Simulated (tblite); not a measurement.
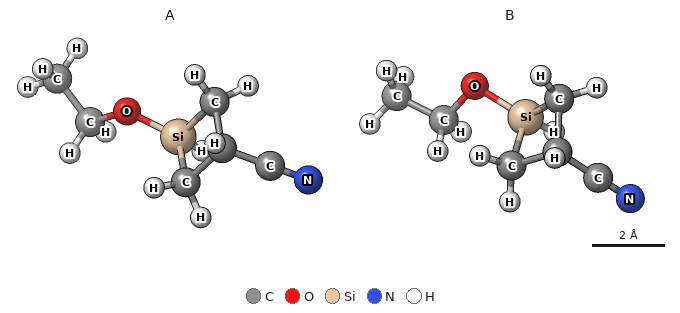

Two geometries of C₆H₁₁NOSi, drawn at one scale. One is the start of a relaxation, the other its converged end. Style: ball-and-stick. Shown at a tilt.

All numbers below come from GFN2-xTB geometry optimisation, gas phase (tblite 0.8.0). 

> Which one is relaxed?

Structure A is the relaxed one. Over 96 geometry steps the energy falls by 0.845 eV. The largest move after the best rigid fit is that of an H atom, 1.14 Å. Largest moves by element: H 1.14 Å, N 1.10 Å, O 0.75 Å, C 0.70 Å, Si 0.58 Å. Among the contacts that change: O–Si 1.711 → 1.612 Å, C–Si 1.849 → 1.913 Å, C–C 1.521 → 1.550 Å, C–C 1.461 → 1.433 Å. Bond angles that change, for instance: C–O–Si 104.9° → 130.6°, O–Si–C 110.4° → 119.6°, O–Si–C 117.8° → 110.1°. Groups turn about O–Si by about 35°, C–O by about 20°. Cost: 1.5 s on 1 thread of Arm Neoverse N1, with other jobs on the host.
